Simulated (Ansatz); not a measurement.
## C3H5ClSi: nudged elastic band

- system: C3H5ClSi, SMILES C=C=C([SiH3])Cl
- method: RKS PBE0-D4/def2-SVP (Ansatz 0.2.0)

One setting was made poor on purpose. It belongs to a series of runs on one base structure; here: band between the two ends. Figures and captions count atoms from 1; the log counts them from 0 in places.

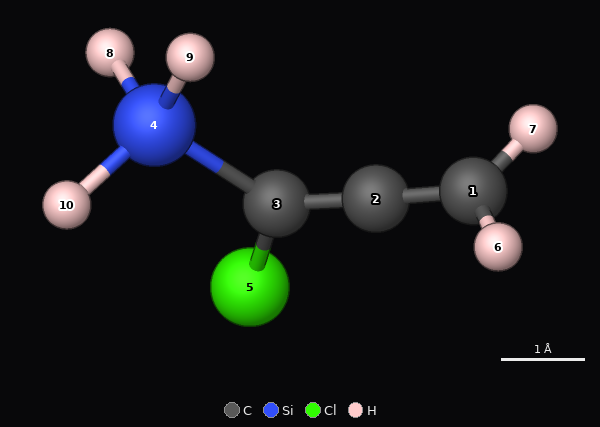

Figure 1. The starting structure (ball-and-stick view, seen at a tilt; atoms are numbered from 1 in the order of the input). Bond lengths as drawn: C–C 1.31 Å, C–Cl 1.76 Å, C–H 1.10 Å, C–Si 1.88 Å and H–Si 1.49 Å.

**Results in brief**

| quantity | value |
| --- | --- |
| outcome | converged |
| barrier, forward | 0.077 eV |
| barrier, backward | 0.077 eV |
| hardware | 2 threads of AMD EPYC (Zen 5), 16 GiB of memory available, shared host |
| wall time | 1.9 min (CPU time 3.7 min) |
| peak memory | 0.27 GiB |

A deliberately poor setting: loose force. The order of the saddle point was not checked.

**The input**
```yaml
crystal:
  periodic: [false, false, false]
  atoms:
    - { symbol: C, position_ang: [-0.912166, 1.992427, -0.485772] }
    - { symbol: C, position_ang: [-0.383368, 0.800564, -0.581378] }
    - { symbol: C, position_ang: [0.150748, -0.394651, -0.624494] }
    - { symbol: Si, position_ang: [0.666474, -1.37441, 0.894275] }
    - { symbol: Cl, position_ang: [0.43835, -1.197361, -2.158919] }
    - { symbol: H, position_ang: [-0.286597, 2.89181, -0.487279] }
    - { symbol: H, position_ang: [-1.996503, 2.127366, -0.407039] }
    - { symbol: H, position_ang: [-0.072032, -2.670831, 0.916087] }
    - { symbol: H, position_ang: [0.347012, -0.574608, 2.111715] }
    - { symbol: H, position_ang: [2.131182, -1.651507, 0.825705] }
basis:
  gaussian: { orbitals: def2-SVP }
hamiltonian:
  xc: pbe0
  dispersion: d4
neb:
  order_check: false
  images: 7
  f_tol: 0.2
  max_iterations: 60
  final_atoms:
    - { symbol: C, position_ang: [-1.1849502, 1.82718329, -0.54434851] }
    - { symbol: C, position_ang: [-0.34931981, 0.82209689, -0.57324281] }
    - { symbol: C, position_ang: [0.47182382, -0.19824777, -0.55457349] }
    - { symbol: Si, position_ang: [0.64616841, -1.38764875, 0.89014466] }
    - { symbol: Cl, position_ang: [1.50640553, -0.54562006, -1.92924782] }
    - { symbol: H, position_ang: [-0.87798146, 2.80931796, -0.16832183] }
    - { symbol: H, position_ang: [-2.21512188, 1.71835064, -0.90092254] }
    - { symbol: H, position_ang: [-0.27795756, -0.95899375, 1.97920851] }
    - { symbol: H, position_ang: [2.05869737, -1.37083953, 1.37077929] }
    - { symbol: H, position_ang: [0.30533577, -2.76679993, 0.43342553] }
  initial_path:
    images:
      - { positions_ang: [[-0.912166, 1.992427, -0.485772], [-0.383368, 0.800564, -0.581378], [0.150748, -0.394651, -0.624494], [0.666474, -1.37441, 0.894275], [0.43835, -1.197361, -2.158919], [-0.286597, 2.89181, -0.487279], [-1.996503, 2.127366, -0.407039], [-0.072032, -2.670831, 0.916087], [0.347012, -0.574608, 2.111715], [2.131182, -1.651507, 0.825705]] }
      - { positions_ang: [[-0.83443096, 1.99172879, -0.49874348], [-0.38501695, 0.79075051, -0.57072381], [0.07224229, -0.42294363, -0.60826], [0.66293257, -1.35705099, 0.89979461], [0.2030242, -1.22624399, -2.13330327], [-0.25842669, 2.84585566, -0.68347712], [-1.83287517, 2.21067768, -0.26937204], [0.4704678, -2.37380601, 0.852606], [0.27226519, -1.1162699, 1.8564265], [1.71291773, -1.39389912, 1.15795361]] }
      - { positions_ang: [[-0.75669592, 1.99103059, -0.51171497], [-0.3866659, 0.78093702, -0.56006961], [-0.00626342, -0.45123626, -0.592026], [0.65939114, -1.33969198, 0.90531422], [-0.03230161, -1.25512697, -2.10768754], [-0.23025639, 2.79990132, -0.87967525], [-1.66924734, 2.29398936, -0.13170507], [1.0129676, -2.07678102, 0.789125], [0.19751837, -1.6579318, 1.601138], [1.29465346, -1.13629124, 1.49020222]] }
      - { positions_ang: [[-0.67896089, 1.99033238, -0.52468645], [-0.38831485, 0.77112353, -0.54941542], [-0.08476912, -0.4795289, -0.575792], [0.6558497, -1.32233296, 0.91083383], [-0.26762741, -1.28400996, -2.0820718], [-0.20208608, 2.75394698, -1.07587337], [-1.50561951, 2.37730103, 0.00596189], [1.5554674, -1.77975603, 0.72564401], [0.12277156, -2.19959371, 1.3458495], [0.8763892, -0.87868336, 1.82245083]] }
      - { positions_ang: [[-0.60122585, 1.98963418, -0.53765794], [-0.3899638, 0.76131004, -0.53876122], [-0.16327483, -0.50782153, -0.559558], [0.65230827, -1.30497395, 0.91635344], [-0.50295322, -1.31289295, -2.05645607], [-0.17391578, 2.70799264, -1.2720715], [-1.34199167, 2.46061271, 0.14362885], [2.0979672, -1.48273105, 0.66216301], [0.04802475, -2.74125561, 1.090561], [0.45812493, -0.62107548, 2.15469944]] }
      - { positions_ang: [[-0.74715694, 1.94902146, -0.53933058], [-0.3798028, 0.77650675, -0.54738162], [-0.00450017, -0.43042809, -0.55831187], [0.65077331, -1.32564265, 0.90980125], [-0.00061353, -1.12107473, -2.02465401], [-0.3499322, 2.73332397, -0.99613408], [-1.56027423, 2.27504719, -0.117509], [1.50398601, -1.35179672, 0.99142438], [0.5506929, -2.39865159, 1.16061557], [0.41992764, -1.15750659, 1.72438096]] }
      - { positions_ang: [[-0.89308802, 1.90840873, -0.54100322], [-0.36964181, 0.79170346, -0.55600202], [0.1542745, -0.35303465, -0.55706575], [0.64923834, -1.34631135, 0.90324905], [0.50172616, -0.9292565, -1.99285194], [-0.52594862, 2.7586553, -0.72019666], [-1.77855678, 2.08948167, -0.37864684], [0.91000482, -1.2208624, 1.32068576], [1.05336106, -2.05604757, 1.23067014], [0.38173035, -1.6939377, 1.29406248]] }
      - { positions_ang: [[-1.03901911, 1.86779601, -0.54267586], [-0.35948081, 0.80690018, -0.56462241], [0.31304916, -0.27564121, -0.55581962], [0.64770338, -1.36698005, 0.89669686], [1.00406585, -0.73743828, -1.96104988], [-0.70196504, 2.78398663, -0.44425925], [-1.99683933, 1.90391616, -0.63978469], [0.31602363, -1.08992807, 1.64994713], [1.55602922, -1.71344355, 1.30072471], [0.34353306, -2.23036881, 0.863744]] }
      - { positions_ang: [[-1.1849502, 1.82718329, -0.54434851], [-0.34931981, 0.82209689, -0.57324281], [0.47182382, -0.19824777, -0.55457349], [0.64616841, -1.38764875, 0.89014466], [1.50640553, -0.54562006, -1.92924782], [-0.87798146, 2.80931796, -0.16832183], [-2.21512188, 1.71835064, -0.90092254], [-0.27795756, -0.95899375, 1.97920851], [2.05869737, -1.37083953, 1.37077929], [0.30533577, -2.76679993, 0.43342553]] }
```

Command:
```bash
ansatz run input.yaml --threads 2 --pin off --max-ram 3072MiB --backend cpu --events-out ev --progress --plain --runs-dir out
```

**The program's output**
```
Engine: ansatz 0.2.0, x86_64-unknown-linux-gnu
Functional definition: PBE0
  parameter a = 0.25
  parameter kappa = 0.804
  parameter beta = 0.06672455060314922
  exchange = (1 - a)*pbe_x(kappa = kappa, mu = beta*pi^2/3) + a*exact_x
  correlation = pbe_c(beta = beta)
1120 factors; integrals over basis functions are off by at most 2.9e-4 eV
mean field evaluation 1: about -23566.5656 eV, gradient 3.8e1 eV
mean field evaluation 2: about -23564.7546 eV, gradient 4.5e1 eV
mean field evaluation 4: about -23570.6194 eV, gradient 4.2e0 eV
mean field evaluation 8: about -23570.6843 eV, gradient 7.7e-2 eV
mean field -23570.68432027 eV, -866.2066719862 hartree, gradient 4.0e-5 eV, S^2 0.000000; 0 other end points of the search recorded, 0 dependent functions left out
the calculation of the forces begins
reference -23570.68434786 eV, -866.2066730002 hartree; 27, 27 occupied and 76, 76 virtual orbitals, 1120 factors
1120 factors; integrals over basis functions are off by at most 5.8e-4 eV
mean field evaluation 16: about -23566.5675 eV, gradient 3.8e1 eV
mean field -23570.68433176 eV, -866.2066724085 hartree, gradient 4.0e-5 eV, S^2 0.000000; 0 other end points of the search recorded, 0 dependent functions left out
[... from here on the field's lines of each further geometry are left out, up to the last ...]
NEB iter   1: max|band force component| = 3.579e2 eV/Å  barrier→ = 116.2689 eV  barrier← = 116.2689 eV  Δτ_max = 0.1966 Å  (237 SCF iters)
NEB iter   2: max|band force component| = 1.608e2 eV/Å  barrier→ = 52.7203 eV  barrier← = 52.7203 eV  Δτ_max = 0.2000 Å  (241 SCF iters)
NEB iter   3: max|band force component| = 8.153e1 eV/Å  barrier→ = 26.6041 eV  barrier← = 26.6041 eV  Δτ_max = 0.1963 Å  (229 SCF iters)
NEB iter   4: max|band force component| = 3.608e1 eV/Å  barrier→ = 12.5634 eV  barrier← = 12.5634 eV  Δτ_max = 0.1987 Å  (219 SCF iters)
NEB iter   5: max|band force component| = 1.539e1 eV/Å  barrier→ = 5.8709 eV  barrier← = 5.8709 eV  Δτ_max = 0.1991 Å  (218 SCF iters)
NEB iter   6: max|band force component| = 1.450e1 eV/Å  barrier→ = 2.5865 eV  barrier← = 2.5865 eV  Δτ_max = 0.1016 Å  (218 SCF iters)
NEB iter   7: max|band force component| = 3.085e0 eV/Å  barrier→ = 1.7518 eV  barrier← = 1.7518 eV  Δτ_max = 0.1975 Å  (214 SCF iters)
NEB iter   8: max|band force component| = 2.435e0 eV/Å  barrier→ = 0.9203 eV  barrier← = 0.9203 eV  Δτ_max = 0.2000 Å  (218 SCF iters)
NEB iter   9: max|band force component| = 1.021e0 eV/Å  barrier→ = 0.2261 eV  barrier← = 0.2261 eV  Δτ_max = 0.0812 Å  (216 SCF iters)
NEB iter  10: max|band force component| = 7.295e-1 eV/Å  barrier→ = 0.1272 eV  barrier← = 0.1272 eV  Δτ_max = 0.0964 Å  (214 SCF iters)
NEB iter  11: max|band force component| = 4.346e-1 eV/Å  barrier→ = 0.0943 eV  barrier← = 0.0943 eV  CI = image 6  Δτ_max = 0.0388 Å  (211 SCF iters)
NEB iter  12: max|band force component| = 2.502e-1 eV/Å  barrier→ = 0.0835 eV  barrier← = 0.0835 eV  CI = image 6  Δτ_max = 0.2000 Å  (197 SCF iters)
NEB iter  13: max|band force component| = 3.313e0 eV/Å  barrier→ = 0.6038 eV  barrier← = 0.6038 eV  CI = image 5  Δτ_max = 0.1017 Å  (195 SCF iters)
NEB iter  14: max|band force component| = 1.692e0 eV/Å  barrier→ = 0.4787 eV  barrier← = 0.4787 eV  CI = image 5  Δτ_max = 0.1948 Å  (207 SCF iters)
NEB iter  15: max|band force component| = 5.054e-1 eV/Å  barrier→ = 0.0781 eV  barrier← = 0.0781 eV  CI = image 2  Δτ_max = 0.1557 Å  (216 SCF iters)
NEB iter  16: max|band force component| = 7.159e-1 eV/Å  barrier→ = 0.0774 eV  barrier← = 0.0774 eV  CI = image 6  Δτ_max = 0.0779 Å  (220 SCF iters)
the calculation of the forces begins
reference -23570.64418098 eV, -866.2051968947 hartree; 27, 27 occupied and 76, 76 virtual orbitals, 1120 factors
1120 factors; integrals over basis functions are off by at most 2.9e-4 eV
mean field evaluation 1024: about -23570.5836 eV, gradient 2.9e-1 eV
mean field -23570.60780707 eV, -866.2038601779 hartree, gradient 8.3e-6 eV, S^2 0.000000; 1 other end points of the search recorded, 0 dependent functions left out
the calculation of the forces begins
reference -23570.60783493 eV, -866.2038612017 hartree; 27, 27 occupied and 76, 76 virtual orbitals, 1120 factors
NEB iter  17: max|band force component| = 1.413e-1 eV/Å  barrier→ = 0.0768 eV  barrier← = 0.0768 eV  CI = image 6  Δτ_max = 0.0000 Å  (404 SCF iters)
```

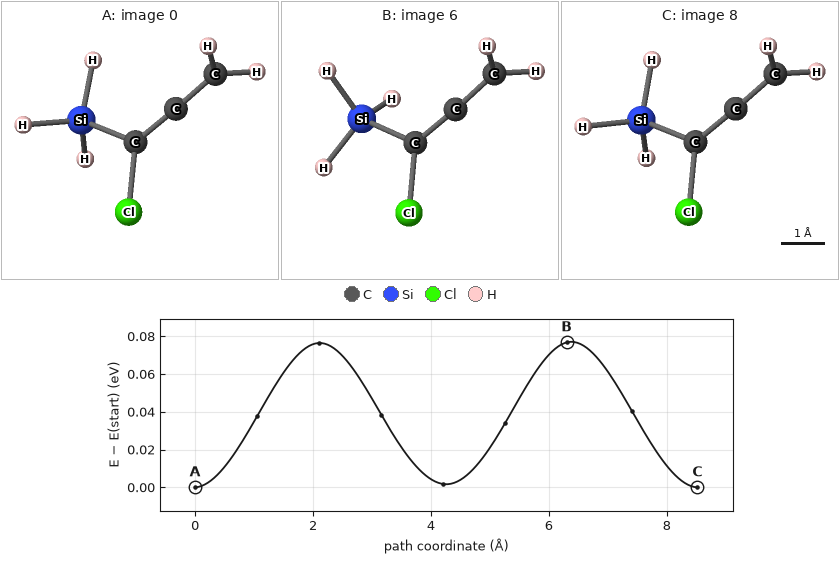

Figure 2. Images of the last band (counted from 0; ball-and-stick, seen at a tilt) above the energy along the path; the line is a cubic interpolation that uses the forces. The highest image is number 6, 0.077 eV above the start and 0.077 eV above the end (the climbing image); start and end have the same energy. The path is 8.52 Å long. The band converged in 17 iterations.

```
Total energy: -23570.81449959 eV, -866.2114559879 hartree
Atom 0 at    -0.958850     1.936567    -0.511188 Å, force     0.003612    -0.003723    -0.121150 eV/Å
Atom 1 at    -0.380078     0.768519    -0.617438 Å, force     0.008102     0.003252     0.030386 eV/Å
Atom 2 at     0.207731    -0.401284    -0.648521 Å, force     0.018828    -0.054529    -0.098790 eV/Å
Atom 3 at     0.664899    -1.340391     0.923264 Å, force     0.007185    -0.003844     0.073802 eV/Å
Atom 4 at     0.613984    -1.155269    -2.183328 Å, force    -0.023854     0.048822     0.064787 eV/Å
Atom 5 at    -0.368579     2.858781    -0.478404 Å, force     0.005639     0.008180     0.046502 eV/Å
Atom 6 at    -2.049846     2.031785    -0.500318 Å, force    -0.016713    -0.004685     0.038363 eV/Å
Atom 7 at     1.654919    -0.546245     1.712367 Å, force    -0.006374    -0.020421    -0.014535 eV/Å
Atom 8 at     1.255171    -2.656859     0.546741 Å, force    -0.018088     0.026253    -0.000686 eV/Å
Atom 9 at    -0.556252    -1.546807     1.759725 Å, force     0.021664     0.000694    -0.018679 eV/Å
Dipole moment:    -0.122408     0.239342     0.218118 e Å
this run last wrote the band of iteration 17 to [file]
```

**The last band as extended XYZ (Å, eV, eV/Å)**
```
10
Properties=species:S:1:pos:R:3:forces:R:3 image=0 energy=-23570.89127
C    -0.9122    1.9924   -0.4858   -0.0007  -0.0002   0.0001
C    -0.3834    0.8006   -0.5814    0.0007   0.0013   0.0002
C     0.1507   -0.3947   -0.6245   -0.0004  -0.0006   0.0002
Si    0.6665   -1.3744    0.8943   -0.0007  -0.0002  -0.0006
Cl    0.4384   -1.1974   -2.1589    0.0016   0.0007   0.0007
H    -0.2866    2.8918   -0.4873   -0.0007   0.0002  -0.0012
H    -1.9965    2.1274   -0.4070    0.0001  -0.0003   0.0006
H    -0.0720   -2.6708    0.9161   -0.0008   0.0001   0.0005
H     0.3470   -0.5746    2.1117    0.0009   0.0001   0.0001
H     2.1312   -1.6515    0.8257    0.0001  -0.0011  -0.0006
10
Properties=species:S:1:pos:R:3:forces:R:3 image=1 energy=-23570.85357
C    -0.8354    2.0166   -0.4891    0.0021   0.0084   0.0543
C    -0.4052    0.7852   -0.5796   -0.0261  -0.0031  -0.0224
C     0.0409   -0.4455   -0.6251    0.0173   0.0001  -0.0143
Si    0.6639   -1.3743    0.8908   -0.0016  -0.0164   0.0252
Cl    0.1685   -1.2897   -2.1585    0.0258   0.0078   0.0035
H    -0.1434    2.8631   -0.5626   -0.0058  -0.0051  -0.0088
H    -1.8957    2.2412   -0.3292   -0.0068  -0.0094  -0.0180
H     0.4458   -2.8362    0.6865   -0.0203   0.0341   0.0133
H    -0.0803   -0.8972    2.0939    0.0298   0.0108  -0.0147
H     2.1240   -1.1143    1.0758   -0.0144  -0.0271  -0.0181
10
Properties=species:S:1:pos:R:3:forces:R:3 image=2 energy=-23570.81479
C    -0.8044    2.0117   -0.4720    0.0101  -0.0484   0.0290
C    -0.3934    0.7769   -0.6003   -0.0047  -0.0007   0.0084
C     0.0314   -0.4606   -0.6538    0.0174  -0.0011  -0.0451
Si    0.6688   -1.3576    0.8802   -0.0156   0.0215   0.0148
Cl    0.0370   -1.3349   -2.1738   -0.0041  -0.0018   0.0178
H    -0.1132    2.8520   -0.5927   -0.0036   0.0389  -0.0107
H    -1.8502    2.2343   -0.2362   -0.0208   0.0371  -0.0141
H     1.0728   -2.7348    0.4940    0.0153  -0.0601  -0.0163
H    -0.4057   -1.4134    1.9141   -0.0105   0.0007   0.0098
H     1.8399   -0.6248    1.4434    0.0165   0.0138   0.0064
10
Properties=species:S:1:pos:R:3:forces:R:3 image=3 energy=-23570.85270
C    -0.7998    2.0286   -0.4847   -0.0009   0.0069  -0.0067
C    -0.3820    0.7938   -0.5854    0.0155   0.0053   0.0016
C     0.0386   -0.4459   -0.6283   -0.0146  -0.0112  -0.0178
Si    0.6918   -1.3646    0.8810    0.0134   0.0013   0.0055
Cl   -0.0705   -1.3721   -2.1149   -0.0187  -0.0083   0.0137
H    -0.1329    2.8754   -0.6788    0.0122   0.0031  -0.0064
H    -1.8373    2.2517   -0.2117    0.0037   0.0041   0.0102
H     1.6605   -2.4056    0.4336    0.0153   0.0229  -0.0010
H    -0.4420   -2.0211    1.5968   -0.0016  -0.0295  -0.0080
H     1.3567   -0.3914    1.7955   -0.0244   0.0054   0.0089
10
Properties=species:S:1:pos:R:3:forces:R:3 image=4 energy=-23570.88948
C    -0.7443    2.0566   -0.5094    0.0160  -0.1408  -0.0430
C    -0.4248    0.7889   -0.5792    0.0914   0.1194   0.0663
C    -0.0608   -0.4699   -0.5848   -0.0744   0.0134  -0.0817
Si    0.6927   -1.3669    0.8834   -0.0305  -0.0155   0.0810
Cl   -0.2708   -1.4569   -2.0239    0.0164   0.0117   0.0220
H    -0.0253    2.8423   -0.7640    0.0279  -0.0135  -0.0270
H    -1.7466    2.3715   -0.2068   -0.0706   0.0144   0.0448
H     2.0212   -1.9204    0.4892   -0.0026   0.0070  -0.0016
H    -0.2036   -2.4946    1.2843    0.0337   0.0368  -0.0157
H     0.8455   -0.4018    2.0140   -0.0072  -0.0328  -0.0450
10
Properties=species:S:1:pos:R:3:forces:R:3 image=5 energy=-23570.85737
C    -0.8079    2.0254   -0.5346    0.0444  -0.0500   0.0795
C    -0.4298    0.7737   -0.5783   -0.0560   0.0584  -0.0429
C    -0.0312   -0.4732   -0.5910    0.0670  -0.0804  -0.0150
Si    0.6905   -1.3559    0.9113   -0.0646  -0.0447  -0.0295
Cl   -0.0519   -1.3981   -2.0861    0.0074   0.0283   0.0488
H    -0.0931    2.8343   -0.7226   -0.0119   0.0073   0.0038
H    -1.8395    2.3020   -0.2939   -0.0287   0.0025  -0.0366
H     2.1736   -1.1943    0.9193    0.0286  -0.0224  -0.0111
H     0.3546   -2.8106    0.8274   -0.0086   0.0937   0.0177
H     0.1177   -0.7544    2.1514    0.0224   0.0073  -0.0147
10
Properties=species:S:1:pos:R:3:forces:R:3 image=6 energy=-23570.81447
C    -0.9588    1.9366   -0.5112    0.0036  -0.0037  -0.1211
C    -0.3801    0.7685   -0.6174    0.0081   0.0033   0.0304
C     0.2077   -0.4013   -0.6485    0.0188  -0.0545  -0.0988
Si    0.6649   -1.3404    0.9233    0.0072  -0.0038   0.0738
Cl    0.6140   -1.1553   -2.1833   -0.0239   0.0488   0.0648
H    -0.3686    2.8588   -0.4784    0.0056   0.0082   0.0465
H    -2.0498    2.0318   -0.5003   -0.0167  -0.0047   0.0384
H     1.6549   -0.5462    1.7124   -0.0064  -0.0204  -0.0145
H     1.2552   -2.6569    0.5467   -0.0181   0.0263  -0.0007
H    -0.5563   -1.5468    1.7597    0.0217   0.0007  -0.0187
10
Properties=species:S:1:pos:R:3:forces:R:3 image=7 energy=-23570.85095
C    -1.1134    1.8565   -0.5516    0.0344  -0.0144   0.0078
C    -0.3209    0.8172   -0.5976   -0.0259  -0.0095   0.0209
C     0.4403   -0.2488   -0.5884    0.0185  -0.0062  -0.0134
Si    0.6415   -1.3614    0.9198   -0.0085   0.0019   0.0146
Cl    1.2766   -0.7598   -2.0441   -0.0212  -0.0136  -0.0050
H    -0.7363    2.8494   -0.2841   -0.0024   0.0133  -0.0093
H    -2.1795    1.7598   -0.7856    0.0003   0.0175   0.0065
H     0.5281   -0.5353    2.1583   -0.0249  -0.0130  -0.0216
H     1.9755   -2.0241    0.8546   -0.0012   0.0273   0.0134
H    -0.4288   -2.4047    0.9218    0.0310  -0.0034  -0.0138
10
Properties=species:S:1:pos:R:3:forces:R:3 image=8 energy=-23570.89128
C    -1.1849    1.8272   -0.5443    0.0009  -0.0001   0.0001
C    -0.3493    0.8221   -0.5732   -0.0005  -0.0006   0.0014
C     0.4718   -0.1982   -0.5546   -0.0041   0.0029   0.0022
Si    0.6462   -1.3876    0.8901    0.0003   0.0003  -0.0014
Cl    1.5064   -0.5456   -1.9292    0.0036  -0.0019  -0.0055
H    -0.8780    2.8093   -0.1683   -0.0004  -0.0001  -0.0003
H    -2.2151    1.7184   -0.9009    0.0004   0.0006   0.0007
H    -0.2780   -0.9590    1.9792   -0.0008  -0.0004   0.0000
H     2.0587   -1.3708    1.3708    0.0000   0.0002   0.0018
H     0.3053   -2.7668    0.4334    0.0007  -0.0009   0.0010
```
